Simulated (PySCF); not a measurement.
# C$_{4}$H$_{5}$NO$_{3}$Si (SMILES N#C[C@]([SiH3])(C=O)OC=O): what the fields show

| atom | x (Å) | y (Å) | z (Å) |
| --- | --- | --- | --- |
| N | -0.5104 | -2.0237 | 2.2892 |
| C | -0.3084 | -1.4138 | 1.3430 |
| C | -0.0722 | -0.6291 | 0.1759 |
| Si | -0.4774 | 1.2889 | 0.6001 |
| C | -1.0146 | -0.8953 | -0.9395 |
| O | -0.7020 | -0.8748 | -2.0979 |
| O | 1.2782 | -0.8015 | -0.2720 |
| C | 1.8097 | 0.2391 | -0.8281 |
| O | 1.3305 | 1.3488 | -0.8327 |
| H | -1.0073 | 1.9965 | -0.5508 |
| H | -1.6330 | 1.0454 | 1.4923 |
| H | 0.5794 | 1.7661 | 1.4790 |
| H | -2.0532 | -1.0496 | -0.5976 |
| H | 2.7802 | 0.0024 | -1.2831 |

Geometry: GFN2-xTB.

Level of theory: PBE0/def2-SVPD, SCF density, gas phase (PySCF 2.14.0).

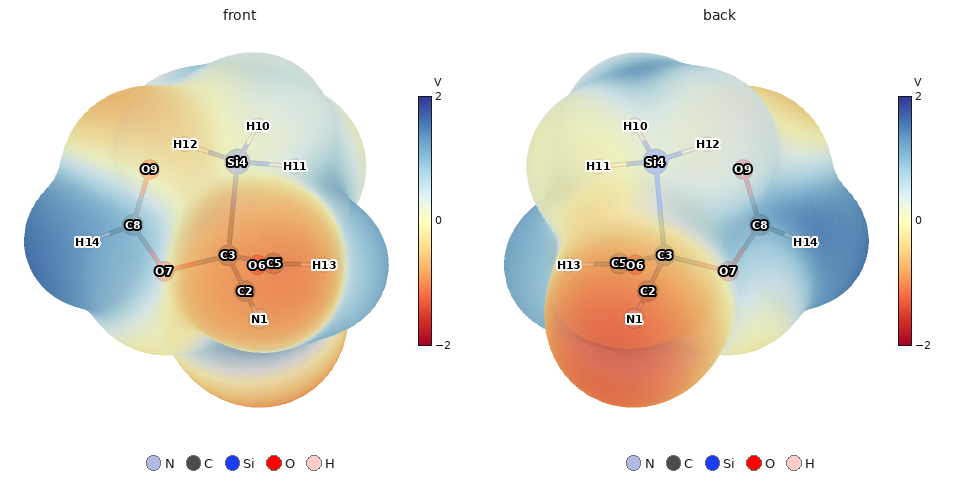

Figure 1. The electrostatic potential painted on the density surface at 0.001 e/bohr³, seen from the front and from behind; the colour scale runs from red (negative) to blue (positive).

### Describe the electrostatic potential map.

The most negative region (about −1.3 V) lies over N1, the most positive (about +1.6 V) over H14. N1 is the likeliest acceptor of a hydrogen bond.

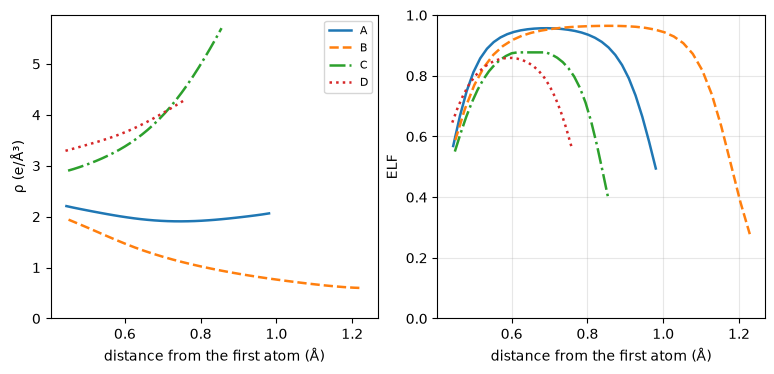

Figure 2. Total electron density and ELF along straight lines between neighbouring atoms. The curves leave out the atomic cores.

### Which curve belongs to which contact (C–C, C–N, C–O and C–Si)? The first atom named is at distance zero.

Curve A: C–C (1.43 Å): ρ at the midpoint is about 1.9 e/Å³; the ELF peaks at about 0.95 between the atoms, as expected for localised, covalent bonding. Curve B: C–Si (2.01 Å): ρ is about 0.76 e/Å³ halfway; the ELF peaks at about 0.95 between the atoms: a shared electron pair. Curve C: C–O (1.20 Å): the density is about 3.4 e/Å³ at the midpoint; the ELF peaks at about 0.90 between the atoms (a short, multiple covalent bond). Curve D: C–N (1.14 Å): the density is about 3.6 e/Å³ at the midpoint; the ELF peaks at about 0.85 between the atoms: a multiple bond.
